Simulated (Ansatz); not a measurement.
Redistribution: CHBr2Cl + CHBr3 → CH2Br2 + CBr3Cl

Species: CHBr2Cl `ClC(Br)Br`, singlet; CHBr3 (bromoform) `BrC(Br)Br`, singlet; CH2Br2 (dibromomethane) `BrCBr`, singlet; CBr3Cl (tribromochloromethane) `ClC(Br)(Br)Br`, singlet. The partners trade Cl for H; both sit on C, so the bond types are kept.

Shapes, held fixed at every level: PBE0-D4/def2-TZVP. Programs: Ansatz 0.2.0. The zero-point and thermal change to 298 K, harmonic and unscaled (PBE0-D4/def2-TZVP), is -1.5 kJ/mol.

```
               level                    kind  ΔH(298 K) (kJ/mol)  less CCSD(T)/def2-TZVPP
         HF/def2-SVP            Hartree–Fock               +19.7                     +5.6
    SPW92/def2-TZVPP                     LDA               +12.8                     -1.3
r2SCAN-D4/def2-TZVPP                meta-GGA               +14.3                     +0.2
 B3LYP-D4/def2-TZVPP           global hybrid               +14.3                     +0.2
 BHLYP-D4/def2-TZVPP           global hybrid               +15.7                     +1.6
  wB97M-V/def2-TZVPP  range-separated hybrid               +13.1                     -1.0
        MP2/def2-SVP     perturbation theory                +7.3                     -6.8
  CCSD(T)/def2-TZVPP   coupled cluster or CI               +14.1                      0.0
```

The highest level, CCSD(T)/def2-TZVPP, gives ΔH(298 K) = +14.1 kJ/mol; the levels span +7.3 to +19.7. The column of differences is taken from that level and isn't an error. No measured value is set beside it here. Relativity is left out for Br. Outer-core shells of Br are correlated in most correlated rows, in sets that cover them unevenly.

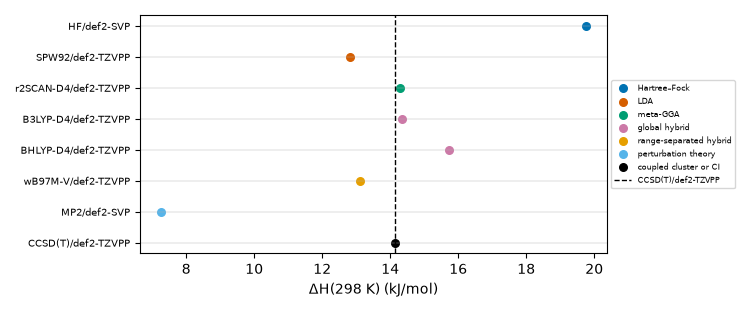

The values of the table, level by level.
